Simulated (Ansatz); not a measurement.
# RPA@PBE/STO-3G run of InCl (SMILES [Cl][In])

Aim: the electronic atomisation energy of InCl at RPA@PBE/STO-3G, from 3 runs. 

The calculation is run with Ansatz 0.2.0.

34 further runs of the same task are left out: 5 that didn't finish, 29 set aside as unsound or not needed.

### 1 The system as given

InCl has 2 atoms, charge 0, and is taken as a singlet. SMILES: `[Cl][In]`. The shape comes from GFN2-xTB, which is rough for such elements, and wasn't checked as a minimum.

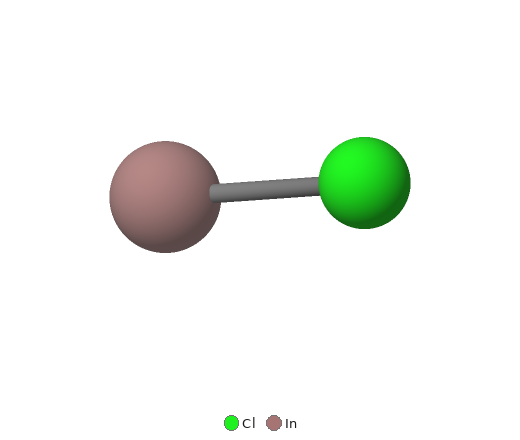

Viewed from a chosen angle; chlorine green, indium brown.

### 2 The energy at RPA@PBE/STO-3G

run.yaml reads:

```yaml
crystal:
  periodic: [false, false, false]
  atoms:
    - symbol: Cl
      position_ang: [0.000000, 0.000000, 0.000000]
    - symbol: In
      position_ang: [0.000000, 0.000000, 2.385660]
basis:
  gaussian: {orbitals: STO-3G}
hamiltonian: {xc: pbe}
correlation: {method: rpa, frozen_orbitals: {Cl: 5, In: 18}}
accuracy: high
```

The run is started by

```bash
$ ansatz run run.yaml --threads 1 --pin off --max-ram 2610MiB --events-out events.jsonl --progress --plain --runs-dir runs
```

What it wrote:

```text
Warning: RAYON_NUM_THREADS=1 ignored (pool sized by the plan → 1); use --threads N
Functional definition: PBE
  name "PBE"
  parameter kappa = 0.804
  parameter beta = 0.06672455060314922
  exchange = pbe_x(kappa = kappa, mu = beta*pi^2/3)
  correlation = pbe_c(beta = beta)
637 factors; integrals over basis functions are off by at most 7.3e-9 eV
mean field evaluation 1: about -167057.1066 eV, gradient 1.1e1 eV
mean field evaluation 2: about -167057.1054 eV, gradient 1.1e1 eV
mean field evaluation 4: about -167058.0800 eV, gradient 2.4e0 eV
mean field evaluation 8: about -167058.1154 eV, gradient 1.7e-2 eV
mean field evaluation 16: about -167058.1154 eV, gradient 8.7e-9 eV
mean field -167058.11543054 eV, -6139.2725060148 hartree, gradient 7.9e-9 eV, S^2 0.000000; 0 other end points of the search recorded, 0 dependent functions left out
23 core orbitals not correlated: weight in the atoms' cores, before any rotation towards them, 1.000 or more for the frozen orbitals, at most 0.000 for the correlated occupied ones
reference -167009.97691043 eV, -6137.5034480303 hartree; 10, 10 occupied and 3, 3 virtual orbitals, 637 factors
Total energy: -167012.06419683 eV, -6137.5801543905 hartree
```

It took 1.9 s on 1 thread of Arm Neoverse V2, shared host; peak memory 0.11 GiB.

### 3 The Cl atom, same level

run.yaml reads:

```yaml
crystal:
  periodic: [false, false, false]
  atoms:
    - {symbol: Cl, position_ang: [0.000000, 0.000000, 0.000000]}
basis:
  gaussian:
    orbitals: STO-3G
magnetization:
  spin_polarized: true
  initial_magnetization: 1
hamiltonian:
  xc: {name: PBE}
correlation:
  method: rpa
  frozen_orbitals: {Cl: 5}
accuracy: high
```

The run is started by

```bash
$ ansatz run run.yaml --threads 1 --pin off --max-ram 2610MiB --events-out events.jsonl --progress --plain --runs-dir runs
```

What it wrote, shortened:

```text
Warning: RAYON_NUM_THREADS=1 ignored (pool sized by the plan → 1); use --threads N
[... 6 set-up lines as earlier in the session ...]
42 factors; integrals over basis functions are off by at most 4.6e-9 eV
mean field evaluation 1: about -12378.8239 eV, gradient 2.9e-2 eV
mean field evaluation 2: about -12378.8248 eV, gradient 3.0e-2 eV
mean field evaluation 4: about -12378.8248 eV, gradient 5.3e-10 eV
mean field evaluation 8: about -12378.8251 eV, gradient 3.3e-2 eV
mean field evaluation 16: about -12378.8248 eV, gradient 6.6e-7 eV
mean field -12378.82480889 eV, -454.9134210578 hartree, gradient 1.8e-12 eV, S^2 0.750000; 2 other end points of the search recorded, 0 dependent functions left out
5 core orbitals not correlated: weight in the atoms' cores, before any rotation towards them, 1.000 or more for the frozen orbitals, at most 0.000 for the correlated occupied ones
reference -12368.71697847 eV, -454.5419651415 hartree; 4, 3 occupied and 0, 1 virtual orbitals, 42 factors
Total energy: -12369.52467271 eV, -454.5716473571 hartree
```

Wall time 0.48 s (1 thread of Arm Neoverse V2, shared host).

### 4 The In atom

molecule.yaml reads:

```yaml
basis:
  gaussian: {orbitals: STO-3G}
crystal:
  periodic: [false, false, false]
  atoms:
    - {symbol: In, position_ang: [0.000000, 0.000000, 0.000000]}
correlation: {method: rpa, frozen_orbitals: {In: 18}}
magnetization: {spin_polarized: true, initial_magnetization: 1}
accuracy: high
hamiltonian: {xc: {name: PBE}}
```

Run the same way, it converges to -5682.83781 Eh (log not shown).

### 5 Summary of results

At RPA@PBE/STO-3G, 23 core orbitals frozen:

| quantity | value |
| --- | --- |
| molecule: total energy | -6137.58015 Eh |
| molecule: RPA correlation energy (valence) | -76.7 mEh |
| Cl atom: total energy | -454.57165 Eh |
| Cl atom: RPA correlation energy (valence) | -29.7 mEh |
| Cl atom: ⟨S²⟩ of the reference determinant | 0.750 |
| In atom: total energy | -5682.83781 Eh |
| In atom: RPA correlation energy (valence) | -63.2 mEh |
| In atom: ⟨S²⟩ of the reference determinant | 0.750 |
| electronic atomisation energy | 4.645 eV |

**Reading.** Taking the molecule apart into free atoms costs 4.65 eV (448 kJ/mol), before zero-point energy and without spin-orbit coupling. In a minimal basis such a difference can be off by several eV, whatever the method. Relativity is left out (molecule) although the molecule holds a heavy atom. Relativity is left out (In atom) although the molecule holds a heavy atom.
